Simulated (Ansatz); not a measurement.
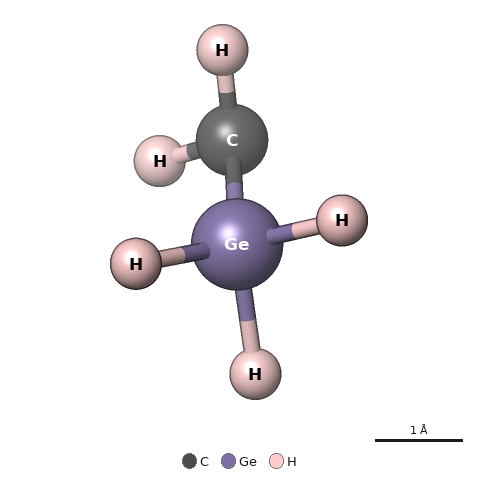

Atoms fade into the background with distance from the viewer. State: charge −1, singlet. The geometry was computed by an optimisation with PBE0-D4/def2-TZVPD. No frequency run is at hand to confirm it as a minimum. Masses are those of the most abundant isotopes; constants are for the rigid equilibrium geometry.

> What kind of rotor is it, and what are its rotational constants in MHz?

An asymmetric top (Cs): A = 63234, B = 9857, C = 9594 MHz. Ray's parameter κ is −0.99, close to the prolate limit.
